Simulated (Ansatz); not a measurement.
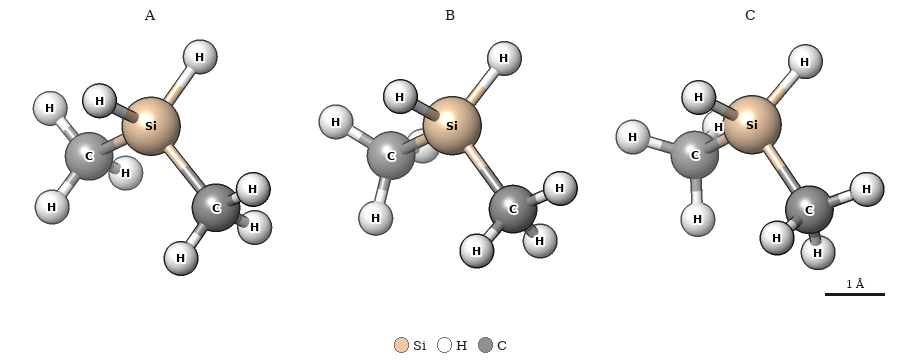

3 geometries from one relaxation of C₂H₈Si, in shuffled order. Style: ball-and-stick. Shown from a free direction.

The run prepares the start of a later molecular dynamics calculation, from a guessed geometry.

Level of theory: RKS LDA/6-31G* in Ansatz 0.2.0. (no spin polarisation; force threshold 0.02 eV/Å; at most 40 steps)

Put them in the order of the run, from the start to the converged end.

C, B, A. They are steps 0, 3, 9, at +0.182 eV, +0.042 eV relative to the last. The energy falls by 0.182 eV in 8 accepted moves (9 points after the start). The largest force component goes from 0.86 to 0.0075 eV/Å. The line search rejected the trial step at point 4 of the run. An H atom moves most after the best rigid fit: 0.92 Å. By element the largest moves are H 0.92 Å, C 0.13 Å, Si 0.03 Å. Some distances before and after: H–Si 1.460 → 1.507 Å, C–H 1.110 → 1.105 Å. Among the angles between lasting bonds that change: H–Si–H 109.5° → 107.0°, C–Si–C 109.5° → 111.5°. Groups turn about C–Si by about 50°, C–Si by about 35°. The run took 13 s on 1 thread of Arm Neoverse V2, with other jobs on the host, peak memory 0.1 GiB.
